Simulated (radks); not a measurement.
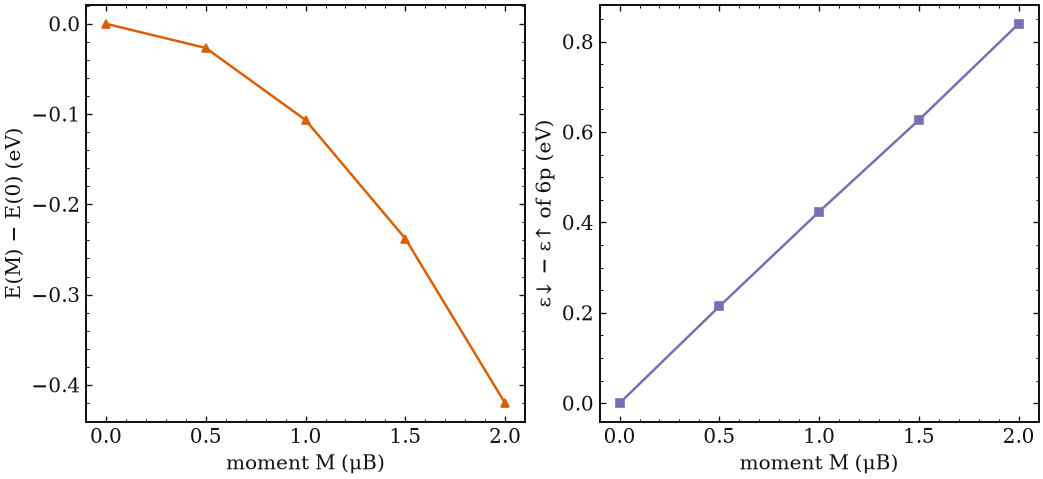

For Pb in [Xe] 4f14 5d10 6s2 6p2, the spin moment of the 6p shell is fixed at a series of values. All numbers are computed, not measured: scalar-relativistic Kohn-Sham, BLYP, spin-polarised, spherical densities, point nucleus (the in-house radial solver radks). The plot shows the energy and the exchange splitting.

### What is the spin-polarisation energy, and which exchange integral follows?

The energy falls with the moment, to −0.420 eV at M = 2 μB, the largest moment run, in line with Hund's first rule (at fractional spins the functional's fractional-spin error adds to the fall). A fit E = −I M²/4 gives an exchange integral I of about 0.42 eV, and the exchange splitting grows nearly in proportion to M, to 0.840 eV (0.42 eV per μB).
